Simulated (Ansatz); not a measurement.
# ClH₅NSi₂+: two torsions

How does the energy of ClH5NSi2, SMILES [SiH2+]N[SiH2]Cl, charge +1 change over two coordinates at once? A grid of runs gives the map.

Method: RKS r2SCAN-D4/def2-SVP; program: Ansatz 0.2.0.

**1. Starting geometry**

SMILES `[SiH2+]N[SiH2]Cl`, 9 atoms, charge 1, spin multiplicity 1.

Atoms are counted from 1 here; the program's logs count them from 0.

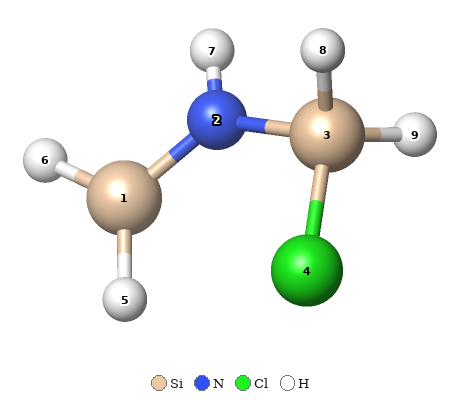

The starting geometry (silicon light orange, nitrogen blue, chlorine green, hydrogen white); atoms are numbered from 1 in the order of the file.

Coordinates:

```
Si   -0.73520    0.98947   -1.20391
N    -0.19455   -0.41725   -0.48214
Si    0.64538   -0.70600    1.12984
Cl    1.00018    1.17869    1.86070
H    -0.57212    2.27979   -0.48962
H    -1.36851    0.85550   -2.54378
H    -0.34471   -1.28001   -1.03298
H     1.89868   -1.43984    0.79232
H    -0.32915   -1.46036    1.96957
```

This geometry comes from a loose relaxation at PBE in a small basis, which is not shown.

**3. The grid**

First coordinate, dihedral Si1–N2–Si3–Cl4: 18 values from −180 to 160 °, periodic. Second coordinate, dihedral H5–Si1–N2–Si3: 18 values from −180 to 160 °, periodic.

Nothing else is relaxed (all other coordinates rigid). Energies count from the relaxed molecule at the same level. Points are written as (first, second).

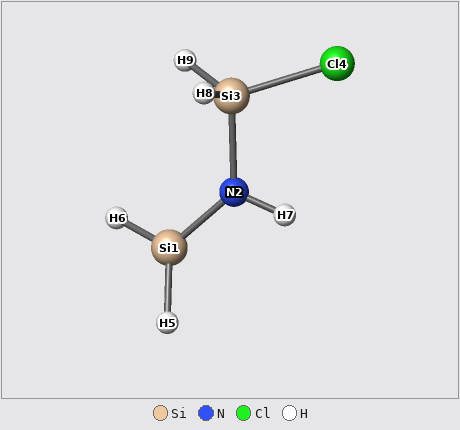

The geometry at (−160°, −140°).

(The set-up runs are not shown.)

**4. Point (0°, 0°)**

File input.yaml:

```yaml
crystal:
  periodic: [false, false, false]
  atoms:
    - { symbol: Si, position_ang: [-0.706997, 0.985126, -1.205761] }
    - { symbol: "N", position_ang: [-0.215656, -0.418156, -0.469175] }
    - { symbol: Si, position_ang: [0.63978, -0.70664, 1.117209] }
    - { symbol: Cl, position_ang: [0.904518, 1.168664, 1.885316] }
    - { symbol: H, position_ang: [-0.455971, 2.274935, -0.546334] }
    - { symbol: H, position_ang: [-1.382821, 0.854213, -2.50929] }
    - { symbol: H, position_ang: [-0.424241, -1.281079, -0.987627] }
    - { symbol: H, position_ang: [1.922527, -1.356831, 0.778559] }
    - { symbol: H, position_ang: [-0.281367, -1.52025, 1.937221] }
total_charge: 1
basis:
  gaussian: { orbitals: def2-SVP }
hamiltonian:
  xc: r2scan
  dispersion: d4
output:
  forces: true
```

Launch:

```bash
$ ansatz run input.yaml --threads 1 --pin off --max-ram 2560MiB --backend cpu --events-out ev --progress --plain --runs-dir out
```

Further runs follow: the other points that were computed.

Q: Predict the outcome of this session. Wanted: lowest point; highest computed point; largest force on an atom.

The runs gave:

| quantity | value |
| --- | --- |
| lowest point | (0°, 0°), 0.00 eV |
| highest computed point | (−180°, 80°), 1.09 eV above the lowest |
| largest force on an atom (eV/Å) | 0.00 at (0°, 0°) to 0.83 at (−120°, 60°); 0.00 at the lowest point |
| time for the whole task | 24 min on 1 thread, shared host |

What this shows: The lowest computed point is at (0°, 0°), 0.00 eV from the relaxed molecule at the same level; the map holds 2 wells of about this depth. There is a further well near (−120°, −180°) (0.048 eV above the lowest at that grid point). The highest computed point, (−180°, 80°), lies 1.09 eV above the lowest. On the interpolated surface the easiest way out of the lowest well to the well at (−120°, 0°) passes a barrier of about 0.077 eV. Round the minimum the two coordinates are nearly uncoupled.
